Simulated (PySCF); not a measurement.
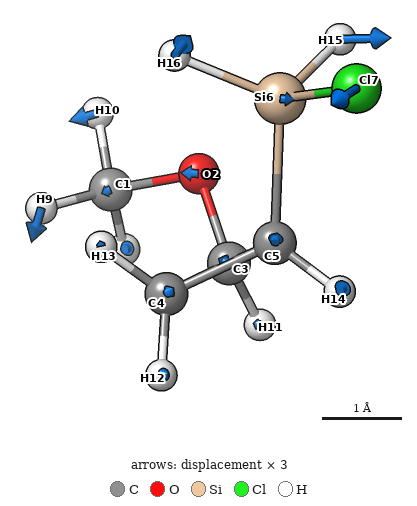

A relaxation of C4H9ClOSi. The starting structure is drawn; blue arrows show the displacements, magnified 3 times. The two geometries are superimposed by the best rigid fit.

A ball-and-stick model, seen from a free direction.

The start comes from GFN2-xTB. Its atoms were then displaced at random by about 0.01 Å.

All numbers below come from PBE0-D3(BJ)/def2-SVP geometry optimisation, gas phase in PySCF. 

Question: What happened in the run?

Answer: After 9 geometry steps the energy has fallen by 4.42 kcal/mol. The largest move after the best rigid fit is that of an H atom, 0.25 Å. By element the largest moves are H 0.25 Å, Cl 0.22 Å, O 0.08 Å, C 0.07 Å, Si 0.06 Å. Near-neighbour distances that change, for instance: Cl–Si 2.010 → 2.083 Å, C–H 1.067 → 1.106 Å, C–Si 1.897 → 1.864 Å, C–O 1.432 → 1.400 Å. Bond angles that change, for instance: C–C–Si 113.2° → 116.5°, C–C–H 120.1° → 117.1°, O–C–H 105.0° → 107.6°. Cost: 80 s on 1 thread of Arm Neoverse V2, on a shared host.
